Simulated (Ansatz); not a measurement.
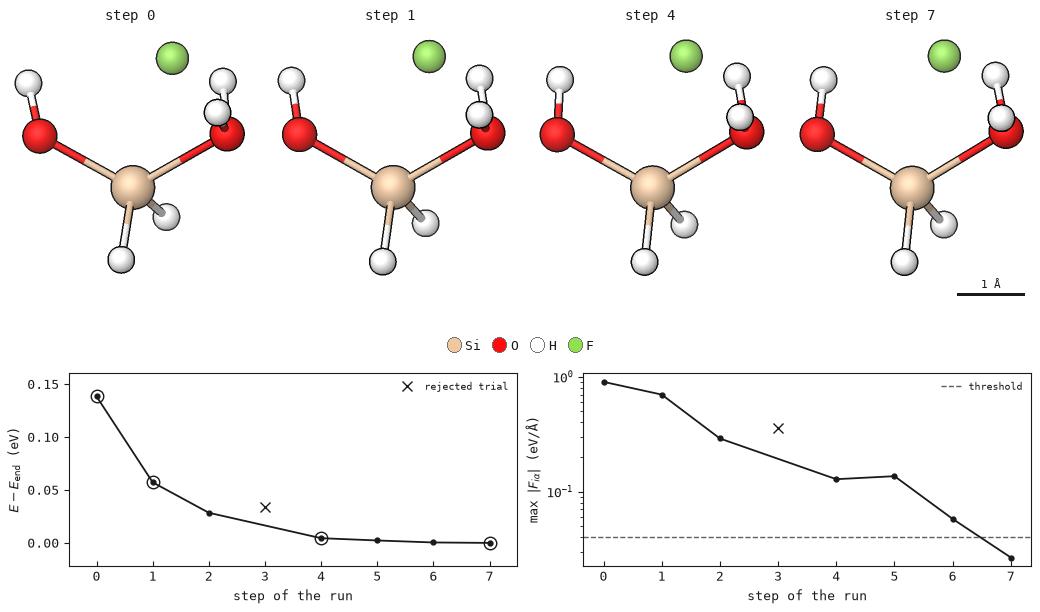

Frames of a constrained relaxation of SiH5O2F, marked on the history of the run. Style: ball-and-stick. Shown at a tilt.

The reaction that was planned forms Si1–F7, O2–H6 and breaks Si1–O2, H6–F7 (atoms numbered from 1 in input order).

Theory: RKS PBE0-D4/def2-SVP (Ansatz). Settings: held fixed: the distance between atoms 1 (Si) and 7 (F), the distance between atoms 2 (O) and 6 (H), the distance between atoms 1 (Si) and 2 (O), the distance between atoms 6 (H) and 7 (F), counting from 1; force threshold 0.04 eV/Å; at most 150 steps.

Describe the path.

Answer. The atom that moves furthest after the best rigid fit is an H atom (0.24 Å). Largest moves by element: H 0.24 Å, F 0.13 Å, O 0.07 Å, Si 0.02 Å. Among the contacts that change: O–Si 1.609 → 1.646 Å, H–Si 1.440 → 1.476 Å, H–Si 1.462 → 1.492 Å, H–O 0.961 → 0.967 Å. Bond angles that change, for instance: Si–O–H 118.1° → 105.3°, H–Si–H 113.4° → 109.2°, H–Si–O 98.9° → 102.9°. The energy falls by 0.138 eV in 6 accepted moves (7 points after the start). The largest force component goes from 0.9 to 0.027 eV/Å. The line search rejected the trial step at point 3 of the run. The run took 7 s on 4 threads of Arm Neoverse V2, with other jobs on the host. From step 0 to 1: an H atom moves most (0.09 Å), energy −0.081 eV. From step 1 to 4: an H atom moves most (0.13 Å), energy −0.053 eV. From step 4 to 7: an H atom moves most (0.05 Å), energy −0.004 eV.

```tsv
step	E − E(0), eV	largest force component, eV/Å	note
0	0.0000	0.9020	
1	-0.0811	0.6988	
2	-0.1099	0.2900	
3	-0.1047	0.3606	rejected
4	-0.1339	0.1283	
5	-0.1361	0.1363	
6	-0.1379	0.0579	
7	-0.1384	0.0267
```
